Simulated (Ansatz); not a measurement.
## MoS2, response to strain

Consider MoS$_{2}$ (space group P6_3/mmc, No. 194; layered, stacked along the Cartesian z axis).

```yaml
crystal:
  lattice:
    - [3.14934, 0.00000, 0.00000]
    - [-1.57467, 2.72741, 0.00000]
    - [0.00000, 0.00000, 12.08946]
  atoms:
    - { symbol: Mo, position: [0.66667, 0.33333, 0.75000] }
    - { symbol: Mo, position: [0.33333, 0.66667, 0.25000] }
    - { symbol: S, position: [0.66667, 0.33333, 0.37952] }
    - { symbol: S, position: [0.33333, 0.66667, 0.87952] }
    - { symbol: S, position: [0.33333, 0.66667, 0.62048] }
    - { symbol: S, position: [0.66667, 0.33333, 0.12048] }
```

Cartesian axes are those of the cell as printed.

Strains are applied to the cell and any free atomic positions relax.

The values are results of Ansatz (an electronic-structure program) PBE-D3(BJ), spin-orbit coupling left out, not measurements.

Notes on the quantities. energy relative to the base: free energy F.

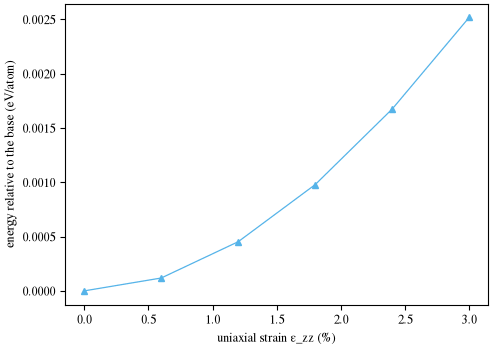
Figure: Energy relative to the base against uniaxial strain ε_zz

| uniaxial strain ε_zz (%) | energy relative to the base |
|---|---|
| 0.6 | +0.1 meV/atom |
| 1.2 | +0.5 meV/atom |
| 1.8 | +1.0 meV/atom |
| 2.4 | +1.7 meV/atom |
| 3 | +2.5 meV/atom |

Stability against distortions was not tested.
